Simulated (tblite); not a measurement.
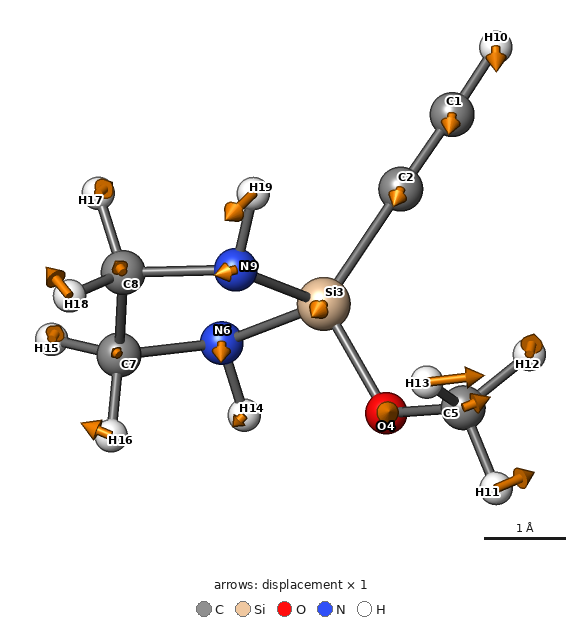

A relaxation of C₅H₁₀N₂OSi. The starting structure is drawn; orange arrows show the displacements, at their true length. The two geometries are superimposed by the best rigid fit.

Style: ball-and-stick. Shown at a tilt.

Theory: GFN2-xTB geometry optimisation, gas phase in tblite 0.8.0. 

**Which element moves most?**

Hydrogen: up to 0.74 Å, against 0.40 Å for oxygen.

**What happened in the run?**

Over 98 geometry steps the energy falls by 12.2 kcal/mol. The largest moves after the best rigid fit, 0.74 Å, are those of H13 and H19. Largest moves by element: H 0.74 Å, O 0.40 Å, C 0.39 Å, Si 0.36 Å, N 0.32 Å. Some distances before and after: O4–C5 1.428 → 1.392 Å, C8–N9 1.471 → 1.446 Å, C2–Si3 1.841 → 1.866 Å, N6–C7 1.466 → 1.443 Å. Among the angles between lasting bonds that change: Si3–N6–H14 106.2° → 124.8°, Si3–N9–H19 108.3° → 124.6°, C2–Si3–O4 119.6° → 109.7°. Groups turn about Si3–O4 by about 30°, Si3–N9 by about 25°, O4–C5 by about 25°. The run took 2.4 s on 1 thread of Intel(R) Xeon(R) Processor @ 2.50GHz, on a shared host.
